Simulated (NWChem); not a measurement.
**MP2/def2-SVP (core potential) run of SnH2F2 (SMILES [F][SnH2][F])**

What is the energy change on altering one bond length of SnH2F2 at MP2/def2-SVP (core potential)? 

Program for the calculation: NWChem 7.3.0.

14 further runs of the same task are left out: 2 that didn't finish, 12 set aside as unsound or not needed.

## (1) The structure to begin with

The species is SnH2F2 (5 atoms), meant as a singlet with charge 0. As SMILES, `[F][SnH2][F]`. Geometry: relaxed at PBE0-D4/def2-TZVP.

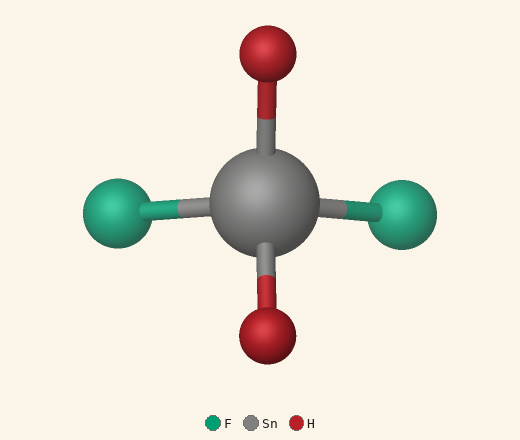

The structure, seen from a chosen angle (fluorine teal, tin grey, hydrogen red).

## (2) Energy and gradient at MP2/def2-SVP (core potential)

f2h2sn.nw reads:

```
START f2h2sn
TITLE "F2H2Sn mp2"
memory total 2200 mb
charge 0

GEOMETRY units angstroms noautosym nocenter noautoz
F     -0.343500    -0.356300     1.741400
Sn     0.128900    -0.073200    -0.086200
F     -1.231200     1.110700    -0.712400
H     -0.087400    -1.547100    -0.889100
H      1.583200     0.792100    -0.095000
END

BASIS spherical bse
* library def2-SVP
END

ECP bse
Sn library def2-SVP
END

SCF
thresh 1e-08
maxiter 80
END

MP2
freeze core 6
tight
END

TASK mp2 gradient
```

The run is started by

```sh
$ nwchem f2h2sn.nw > f2h2sn.out
```

The program printed:

```text
[...]
  functions       =    64
[...]
  wavefunction    = RHF
[...]
         Total SCF energy =   -413.256444852538
      One-electron energy =   -944.678035602305
      Two-electron energy =    386.811843249514
 Nuclear repulsion energy =    144.609747500253
        Time for solution =      5.9s
[...]
          Total MP2 energy          -413.746292370428
[...]
                         mp2 ENERGY GRADIENTS
    atom               coordinates                        gradient
                 x          y          z           x          y          z
   1 F      -0.649121  -0.673309   3.290769    0.002810   0.002106  -0.012118
   2 Sn      0.243586  -0.138328  -0.162894   -0.010573   0.005193   0.006955
   3 F      -2.326631   2.098919  -1.346241    0.008799  -0.007807   0.004484
   4 H      -0.165162  -2.923595  -1.680155   -0.001327  -0.000879  -0.000045
   5 H       2.991814   1.496852  -0.179524    0.000292   0.001387   0.000724
[...]
```

It took 14 s on 1 thread of INTEL XEON PLATINUM 8581C at 2.10GHz (Emerald Rapids), shared host; peak memory 0.17 GiB.

## (3) The distorted shape: the energy at MP2/def2-SVP (core potential)

a.nw reads:

```
start a
title "F2H2Sn"
memory stack 880 mb heap 220 mb global 1100 mb

geometry units au noautosym nocenter noautoz
  F      0.12197804    -1.34451368     3.64578814
  Sn     1.01468466    -0.80953222     0.19212468
  F     -2.32663080     2.09891881    -1.34624089
  H      0.60593690    -3.59479955    -1.32513643
  H      3.76291337     0.82564780     0.17549509
end

basis spherical bse
  * library def2-SVP
end

ecp bse
  Sn library def2-SVP
end

scf
  thresh 1e-08
  maxiter 80
end

mp2
  freeze core 6
  tight
end

task mp2
```

The run is started by

```sh
$ nwchem a.nw > a.out
```

The program printed:

```text
[...]
  functions       =    64
[...]
  wavefunction    = RHF
[...]
         Total SCF energy =   -413.181298969239
      One-electron energy =   -914.477388322004
      Two-electron energy =    371.762829790523
 Nuclear repulsion energy =    129.533259562241
        Time for solution =      6.2s
[...]
          Total MP2 energy          -413.679914915451
[...]
```

It took 8.1 s on 1 thread of INTEL XEON PLATINUM 8581C at 2.10GHz (Emerald Rapids), shared host; peak memory 0.15 GiB.

## (4) What came out

Level: MP2/def2-SVP (core potential), 6 core orbitals frozen.

```
                                                            quantity          value
                                           first shape: total energy  -413.74629 Eh
first shape: dipole moment (of the density that the program reports)         3.40 D
                    first shape: HOMO energy (Hartree–Fock orbitals)      -13.36 eV
                    first shape: LUMO energy (Hartree–Fock orbitals)        2.53 eV
                  first shape: HOMO–LUMO gap (Hartree–Fock orbitals)       15.89 eV
            first shape: correlation energy (6 core orbitals frozen)     -489.8 mEh
                               first shape: largest force on an atom     0.703 eV/Å
                                       distorted shape: total energy  -413.67991 Eh
                distorted shape: HOMO energy (Hartree–Fock orbitals)      -13.06 eV
                distorted shape: LUMO energy (Hartree–Fock orbitals)        0.68 eV
              distorted shape: HOMO–LUMO gap (Hartree–Fock orbitals)       13.73 eV
        distorted shape: correlation energy (6 core orbitals frozen)     -498.6 mEh
  energy change with the Sn2–F3 bond stretched from 1.909 to 2.481 Å       1.806 eV
```

**Reading.** With the Sn2–F3 bond stretched from 1.909 to 2.481 Å the energy rises by 1.81 eV (42 kcal/mol). The first shape isn't relaxed at this level, so the change isn't measured from a minimum. The largest force (first shape) is 0.70 eV/Å: the shape isn't a stationary point for this species at this level.
